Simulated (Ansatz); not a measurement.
# Si3C: how the settings move a single-point run

How sensitive is a single-point run of Si3C to its settings? A reference run comes first, then three runs with altered input. The cell is built on a prototype (ordering on diamond) and needn't be the phase found in nature.

Method: reference: DFT, HSE06, plane waves, PAW, in Ansatz 0.2.0.

4 further runs of the same task are left out: 3 for a known fault of the program, 1 that didn't finish.

## (1) Starting point

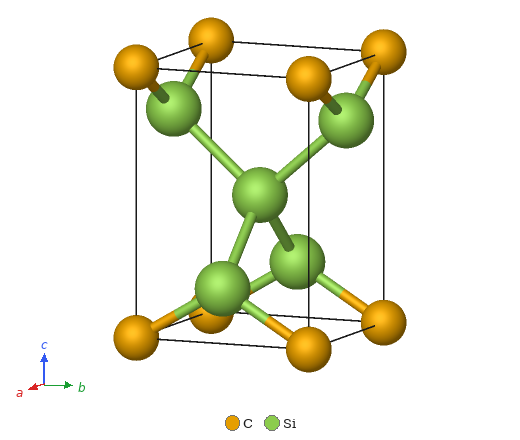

The starting structure, seen slightly off an axis (carbon amber, silicon green). Atoms on the faces are drawn again on the opposite ones.

As a file:

```xyz
4
Lattice="3.4318 0.0000 0.0000 0.0000 3.4318 0.0000 0.0000 0.0000 5.0004" Properties=species:S:1:pos:R:3 pbc="T T T"
C     0.0000    0.0000    0.0000
Si    0.0000    1.7159    1.0161
Si    1.7159    1.7159    2.5002
Si    1.7159    0.0000    3.9844
```

## (2) Baseline

The input, input.yaml:

```yaml
crystal:
  lattice:
    - [3.4318102017, 0.0, 0.0]
    - [0.0, 3.4318102017, 0.0]
    - [0.0, 0.0, 5.0004336163]
  atoms:
    - { symbol: C, position: [0.0, 0.0, 0.0] }
    - { symbol: Si, position: [0.0, 0.5, 0.2031984776] }
    - { symbol: Si, position: [0.5, 0.5, 0.5] }
    - { symbol: Si, position: [0.5, 0.0, 0.7968015224] }
kpoints:
  mp_grid: { grid: [4, 4, 2] }
hamiltonian:
  xc: hse06
scf:
  occupations: { method: fermi_dirac, width: 0.02 }
  n_extra_bands: 5
output:
  forces: true
  stress: true
  eigenvalues: true
  write_density: true
  write_potential: true
  elf: true
  volumetric_format: npy
```

Run with:

```sh
> ansatz run input.yaml --threads 4 --pin off --max-ram 3686MiB --backend cpu --events-out ev --progress --plain --runs-dir out
```

What it wrote, cut to the lines that bear on the results:

```text
Warning: output.stress: scf.convergence.dr2_threshold = 1e-7 eV (the SCF's general default) is looser than the 4e-10 eV advised for a printed stress (1e-10 eV for each atom of the cell: 4). What an SCF threshold leaves in a stress goes as its square root, and in the free energy as the [...]
Warning: output.stress: scf.exx.energy_threshold = 1e-6 eV is looser than the 4e-8 eV advised for a stress under a hybrid functional (1e-8 eV for each atom of the cell: 4). Every SCF of the exchange loop can meet its threshold on dr2 while the loop round them stops early: no threshold on [...]
Warning: RAYON_NUM_THREADS=4 ignored (pool sized by the plan → 4); use --threads N
scf.n_extra_bands = 5 over 8 filled bands (N_el = 16.0): the run solves 13 bands
[...]
Pseudopotentials: kind: paw
Pseudopotential: C, paw, valence charge 4, recommended cutoff 420 eV (normal), C.paw.azcp
Pseudopotential: Si, paw, valence charge 4, recommended cutoff 420 eV (normal), Si.paw.azcp
Functional definition: HSE06
[...]
Crystal: 4 atoms, lattice volume = 58.892 Å³
Basis set: ecut = 420 eV, 1141 PW (Γ), exchange–correlation on 48×48×72 points (8 copies of the dense FFT grid, shifted against one another)
Bands: 13, of which v1, the nominal top of the filled ones, is band 8 counted from 1 (7 counted from 0)
Symmetry: 8 space group operations
Space group: P-4m2 (ITA 115), of the structure as read, at distance tolerance 3.9e-5 Å
k-points: 12 of 32
[...]
SCF iter   1: F=—  HF=-2157.123614 eV  |F-HF|=—  |Δ(HF+E_count)|=         —  Δρ=5.37e-3  dr2=2.99e-2  ethr=1.77e-3  ⟨swp⟩=8.4  Hψ=844  notcnv=0
[...]
Frozen-core exchange: fock
[...]
SCF 2 stopped early in 15 iterations: F = -2158.542464 eV  dr2 = 9.73e-7
[...]
hybrid outer 1: dexx = +1.435e-2 eV, tail = 6.69e-6 eV
[...]
Frozen-core exchange: fock
[...]
SCF iter   5: F=-2158.542411 eV  HF=-2158.542411 eV  |F-HF|=1.89e-10  |Δ(HF+E_count)|=  6.46e-10  Δρ=4.29e-7  dr2=2.26e-10  ethr=1.58e-11  ⟨swp⟩=3.2  Hψ=344  notcnv=0  defer=1
[...]
hybrid outer 2: dexx = +3.429e-7 eV, tail = 1.41e-9 eV, Δε = 1.97e-3 eV (about 7.07e-5 eV left of the loop's levels), ΔF = 2.57e-3 eV/Å (tail 1.45e-4)
at 1 of the mixer's solves, all of them in the SCFs whose states led to this one, it left a direction of its history that read negative out of its fit and stepped the other way along it
hybrid SCF converged: 2 outer / 20 inner (+6 warm-up), last move |dexx| = 3.43e-7 eV, tail = 1.41e-9 eV
Stability not checked: this state was not tested for a lower state beside it, because the functional holds exact exchange (a hybrid, or Hartree-Fock), whose exchange loop this test does not read (fock_operator; see scf.lower_state_search)
Free energy (F): -2158.542411 eV
Frozen-core exchange: fock
[...]
E sigma→0 (E₀):  -2158.541436 eV
Entropy (-TS):   -0.001950 eV (-0.487 meV/atom)
Fermi energy:    8.324925 eV
[...]
--- Forces (eV/Å), atoms counted from 1 ---
  atom   1  C     -0.00000000     0.00000000     0.00000000
  atom   2  Si     0.00000000     0.00000000    -0.12297595
  atom   3  Si    -0.00000000     0.00000000     0.00000000
  atom   4  Si     0.00000000    -0.00000000     0.12297595
[...]
--- Stress (GPa, compression-positive) ---
        0.396231       0.000000       0.000000
        0.000000       0.396231       0.000000
        0.000000       0.000000      -1.398156
  P = ⅓ Tr σ = -0.2019 GPa (-2.019 kbar)
--- Band table (eV; the first three rows and the last of 12) ---
  k-point 0: bands = ["-8.2076", "-2.6456", "-1.3843", "3.2910", "3.2910", "7.1960", "7.7567", "8.3265", "8.3265", "10.0061", "12.3447", "12.3447", "12.3522"]
[...]
```

Run time: 10 s. Hardware: 4 threads of an Arm CPU, shared host; peak memory 0.62 GiB.

## (3) Changing settings: exchange pbe, correlation pbe, coeff 0.3, omega 0.3

input.yaml, as its differences from that of step 2:

```diff
@@ -13,3 +13,3 @@
 hamiltonian:
-  xc: hse06
+  xc: { exchange: pbe, correlation: pbe, exx: { coeff: 0.3, omega: 0.3 } }
 scf:
@@ -21,5 +21 @@
   eigenvalues: true
-  write_density: true
-  write_potential: true
-  elf: true
-  volumetric_format: npy
```

Run with:

```sh
> ansatz run input.yaml --threads 4 --pin off --max-ram 3686MiB --backend cpu --events-out ev --progress --plain --runs-dir out
```

What it wrote, cut to the lines that bear on the results:

```text
Warning: output.stress: scf.convergence.dr2_threshold = 1e-7 eV (the SCF's general default) is looser than the 4e-10 eV advised for a printed stress (1e-10 eV for each atom of the cell: 4). What an SCF threshold leaves in a stress goes as its square root, and in the free energy as the [...]
Warning: output.stress: scf.exx.energy_threshold = 1e-6 eV is looser than the 4e-8 eV advised for a stress under a hybrid functional (1e-8 eV for each atom of the cell: 4). Every SCF of the exchange loop can meet its threshold on dr2 while the loop round them stops early: no threshold on [...]
Warning: RAYON_NUM_THREADS=4 ignored (pool sized by the plan → 4); use --threads N
scf.n_extra_bands = 5 over 8 filled bands (N_el = 16.0): the run solves 13 bands
[...]
[... 3 set-up lines as earlier in the session ...]
Functional definition: unnamed
[...]
Crystal: 4 atoms, lattice volume = 58.892 Å³
Basis set: ecut = 420 eV, 1141 PW (Γ), exchange–correlation on 48×48×72 points (8 copies of the dense FFT grid, shifted against one another)
[...]
hybrid outer 2: dexx = +3.971e-6 eV, tail = 1.95e-9 eV, Δε = 2.58e-3 eV (about 4.97e-5 eV left of the loop's levels), ΔF = 1.15e-2 eV/Å (tail 5.72e-4)
hybrid SCF converged: 2 outer / 17 inner (+6 warm-up), last move |dexx| = 3.97e-6 eV, tail = 1.95e-9 eV
Stability not checked: this state was not tested for a lower state beside it, because the functional holds exact exchange (a hybrid, or Hartree-Fock), whose exchange loop this test does not read (fock_operator; see scf.lower_state_search)
Free energy (F): -2158.756515 eV
Frozen-core exchange: fock
[...]
E sigma→0 (E₀):  -2158.755354 eV
Entropy (-TS):   -0.002324 eV (-0.581 meV/atom)
Fermi energy:    8.328622 eV
[...]
--- Forces (eV/Å), atoms counted from 1 ---
  atom   1  C     -0.00000000    -0.00000000     0.00000000
  atom   2  Si     0.00000000    -0.00000000    -0.27383592
  atom   3  Si    -0.00000000    -0.00000000     0.00000000
  atom   4  Si     0.00000000     0.00000000     0.27383592
[...]
--- Stress (GPa, compression-positive) ---
       -0.192706       0.000000       0.000000
        0.000000      -0.192706       0.000000
        0.000000       0.000000      -1.129780
  P = ⅓ Tr σ = -0.5051 GPa (-5.051 kbar)
--- Band table (eV; the first three rows and the last of 12) ---
  k-point 0: bands = ["-8.3493", "-2.7110", "-1.4094", "3.3071", "3.3071", "7.2092", "7.7694", "8.3495", "8.3495", "9.9762", "12.3243", "12.3243", "12.3319"]
[...]
```

Run time: 9.6 s. Hardware: 4 threads of an Arm CPU, shared host; peak memory 0.61 GiB.

After a change of functional the difference of the totals has no physical meaning; the pressure goes from -0.2 to -0.5 GPa and the largest force goes from 0.12 to 0.27 eV/Å.

## (4) Changed: exchange pbe, correlation pbe, coeff 0.1

input.yaml, as its differences from that of step 2:

```diff
@@ -13,3 +13,3 @@
 hamiltonian:
-  xc: hse06
+  xc: { exchange: pbe, correlation: pbe, exx: { coeff: 0.1 } }
 scf:
@@ -21,5 +21 @@
   eigenvalues: true
-  write_density: true
-  write_potential: true
-  elf: true
-  volumetric_format: npy
```

Run with:

```sh
> ansatz run input.yaml --threads 4 --pin off --max-ram 3686MiB --backend cpu --events-out ev --progress --plain --runs-dir out
```

What it wrote, cut to the lines that bear on the results:

```text
Warning: output.stress: scf.convergence.dr2_threshold = 1e-7 eV (the SCF's general default) is looser than the 4e-10 eV advised for a printed stress (1e-10 eV for each atom of the cell: 4). What an SCF threshold leaves in a stress goes as its square root, and in the free energy as the [...]
Warning: output.stress: scf.exx.energy_threshold = 1e-6 eV is looser than the 4e-8 eV advised for a stress under a hybrid functional (1e-8 eV for each atom of the cell: 4). Every SCF of the exchange loop can meet its threshold on dr2 while the loop round them stops early: no threshold on [...]
Warning: RAYON_NUM_THREADS=4 ignored (pool sized by the plan → 4); use --threads N
scf.n_extra_bands = 5 over 8 filled bands (N_el = 16.0): the run solves 13 bands
[...]
[... 4 set-up lines as earlier in the session ...]
[...]
Crystal: 4 atoms, lattice volume = 58.892 Å³
Basis set: ecut = 420 eV, 1141 PW (Γ), exchange–correlation on 48×48×72 points (8 copies of the dense FFT grid, shifted against one another)
[...]
hybrid outer 2: dexx = +5.293e-9 eV, tail = 1.37e-9 eV, Δε = 4.13e-4 eV (about 2.71e-5 eV left of the loop's levels), ΔF = 1.88e-5 eV/Å (tail 1.18e-4)
hybrid SCF converged: 2 outer / 7 inner (+6 warm-up), last move |dexx| = 5.29e-9 eV, tail = 1.37e-9 eV
Stability not checked: this state was not tested for a lower state beside it, because the functional holds exact exchange (a hybrid, or Hartree-Fock), whose exchange loop this test does not read (fock_operator; see scf.lower_state_search)
Free energy (F): -2157.901146 eV
Frozen-core exchange: fock
[...]
E sigma→0 (E₀):  -2157.901143 eV
Entropy (-TS):   -0.000007 eV (-0.002 meV/atom)
Fermi energy:    8.414537 eV
[...]
--- Forces (eV/Å), atoms counted from 1 ---
  atom   1  C     -0.00000000     0.00000000     0.00000000
  atom   2  Si     0.00000000     0.00000000    -0.43620319
  atom   3  Si    -0.00000000     0.00000000     0.00000000
  atom   4  Si     0.00000000     0.00000000     0.43620319
[...]
--- Stress (GPa, compression-positive) ---
        1.008150       0.000000       0.000000
        0.000000       1.008150       0.000000
        0.000000       0.000000       1.019794
  P = ⅓ Tr σ = 1.0120 GPa (10.120 kbar)
--- Band table (eV; the first three rows and the last of 12) ---
  k-point 0: bands = ["-7.2051", "-1.9917", "-0.8243", "3.6199", "3.6199", "7.3032", "7.6158", "8.5934", "8.5934", "9.9524", "12.1526", "12.1526", "12.1767"]
[...]
```

Wall time 8.4 s (4 threads of an Arm CPU, shared host); peak memory 0.6 GiB.

After a change of functional the difference of the totals has no physical meaning; the pressure goes from -0.2 to 1.0 GPa and the largest force goes from 0.12 to 0.44 eV/Å. At this fixed cell a higher pressure means that this functional prefers a larger volume than the reference.

## (5) Variant: xc_grid 1

input.yaml, as its differences from that of step 2:

```diff
@@ -21,5 +21,3 @@
   eigenvalues: true
-  write_density: true
-  write_potential: true
-  elf: true
-  volumetric_format: npy
+basis:
+  xc_grid: 1
```

Run with:

```sh
> ansatz run input.yaml --threads 4 --pin off --max-ram 3686MiB --backend cpu --events-out ev --progress --plain --runs-dir out
```

What it wrote, cut to the lines that bear on the results:

```text
Warning: output.stress: scf.convergence.dr2_threshold = 1e-7 eV (the SCF's general default) is looser than the 4e-10 eV advised for a printed stress (1e-10 eV for each atom of the cell: 4). What an SCF threshold leaves in a stress goes as its square root, and in the free energy as the [...]
Warning: output.stress: scf.exx.energy_threshold = 1e-6 eV is looser than the 4e-8 eV advised for a stress under a hybrid functional (1e-8 eV for each atom of the cell: 4). Every SCF of the exchange loop can meet its threshold on dr2 while the loop round them stops early: no threshold on [...]
Warning: RAYON_NUM_THREADS=4 ignored (pool sized by the plan → 4); use --threads N
scf.n_extra_bands = 5 over 8 filled bands (N_el = 16.0): the run solves 13 bands
[...]
[... 4 set-up lines as earlier in the session ...]
[...]
Crystal: 4 atoms, lattice volume = 58.892 Å³
Basis set: ecut = 420 eV, 1141 PW (Γ)
Bands: 13, of which v1, the nominal top of the filled ones, is band 8 counted from 1 (7 counted from 0)
[...]
at 3 of the mixer's solves, all of them in the SCFs whose states led to this one, it left a direction of its history that read negative out of its fit and stepped the other way along it
hybrid SCF converged: 2 outer / 21 inner (+6 warm-up), last move |dexx| = 2.41e-7 eV, tail = 6.25e-9 eV
Stability not checked: this state was not tested for a lower state beside it, because the functional holds exact exchange (a hybrid, or Hartree-Fock), whose exchange loop this test does not read (fock_operator; see scf.lower_state_search)
Free energy (F): -2158.542599 eV
Frozen-core exchange: fock
[...]
E sigma→0 (E₀):  -2158.541625 eV
Entropy (-TS):   -0.001950 eV (-0.487 meV/atom)
Fermi energy:    8.324978 eV
[...]
--- Forces (eV/Å), atoms counted from 1 ---
  atom   1  C     -0.00000000     0.00000000     0.00000000
  atom   2  Si     0.00000000     0.00000000    -0.12339346
  atom   3  Si    -0.00000000    -0.00000000     0.00000000
  atom   4  Si     0.00000000    -0.00000000     0.12339346
[...]
--- Stress (GPa, compression-positive) ---
        0.392931       0.000000       0.000000
        0.000000       0.392931       0.000000
        0.000000       0.000000      -1.395902
  P = ⅓ Tr σ = -0.2033 GPa (-2.033 kbar)
--- Band table (eV; the first three rows and the last of 12) ---
  k-point 0: bands = ["-8.2076", "-2.6455", "-1.3843", "3.2911", "3.2911", "7.1960", "7.7567", "8.3266", "8.3266", "10.0061", "12.3447", "12.3447", "12.3522"]
[...]
```

Run time: 10 s. Hardware: 4 threads of an Arm CPU, shared host; peak memory 0.61 GiB.

Changing the numerical grids hardly moves the energy: 0.0 meV/atom.

## (6) Comparison

| run | ending | energy change | pressure (GPa) | gap (eV) | force (eV/Å) | cycles | time |
| --- | --- | --- | --- | --- | --- | --- | --- |
| reference | converged | 0 | -0.2 | 0.00 | 0.12 | 26 | 10 s |
| 1: exchange pbe, correlation pbe, coeff 0.3, omega 0.3 | converged | not comparable | -0.5 | 0.00 | 0.27 | 23 | 9.6 s |
| 2: exchange pbe, correlation pbe, coeff 0.1 | converged | not comparable | 1.0 | 0.00 | 0.44 | 13 | 8.4 s |
| 3: xc_grid 1 | converged | 0.0 meV/atom | -0.2 | 0.00 | 0.12 | 27 | 10 s |

Times don't compare one to one where runs were asked for different outputs or read a saved state (see the inputs); cycles may leave out searches for a lower state.

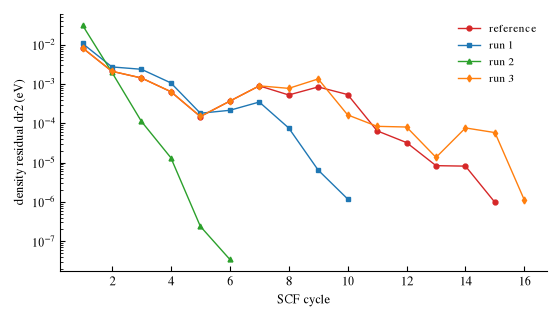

Residual by cycle in the longest SCF loop of each run; runs are numbered as in the table.

«xc_grid 1» leaves the energy as it was.
